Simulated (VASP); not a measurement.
Here is the system:

```
CELL_PARAMETERS angstrom
      3.38152     0.00000     0.00000
     -1.69076     2.92848     0.00000
      0.00000     0.00000     9.63967
ATOMIC_POSITIONS crystal
  Y  0.00000 0.00000 0.00000
  Y  0.00000 0.00000 0.50000
  Al 0.33333 0.66667 0.25000
  Al 0.66667 0.33333 0.75000
```

Method: LDA (Ceperley-Alder, Perdew-Zunger), VASP's LDA PAW potentials (set 64) (plane waves; VASP). Settings: 400 eV cut-off, 12×12×4 Γ-centred mesh, tetrahedra with Blöchl corrections, potentials Y_sv Al.

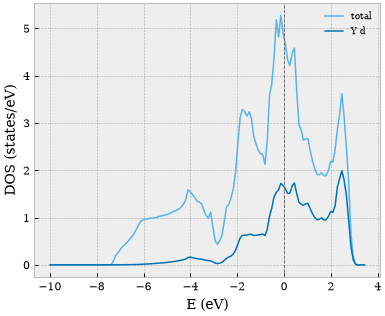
Figure. Total and projected density of states, zero at the Fermi level

Within 2 eV below the Fermi level the largest weight inside VASP's projection spheres is Y d, then Y p.

It has no gap at this level: it comes out as a metal or semimetal.

The structure was generated: YAl was put into the NiAs type type (P6_3/mmc), which need not be its known phase. It was relaxed first, which changed the volume by -35 %.
